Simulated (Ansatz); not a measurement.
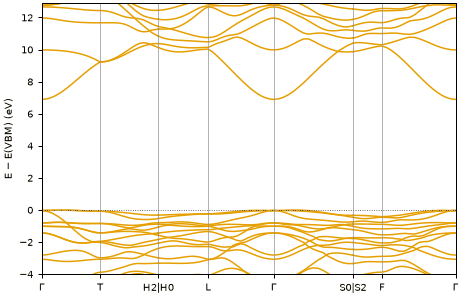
Fig. 1. Band structure from DFT-r²SCAN in the program Ansatz with PAW potentials

The gap is 6.89 eV; an edge lies off the plotted path or next to a special point (maximum off the standard path, minimum at Γ).

The material is Al$_{2}$O$_{3}$ in space group R-3 (No. 148; Al on 3a, Al on 3b, Al on 6c, O on 18f).

The workflow started from a Materials Project entry (that database holds measured and hypothetical structures alike); the Crystallography Open Database copy checked does not list it. It is not the phase usual at ambient conditions (space group No. 167). The cell was relaxed with r²SCAN under the symmetry of its start; whether a distortion lowers the energy is not shown.

Potentials: the earlier of the program's two PAW sets.
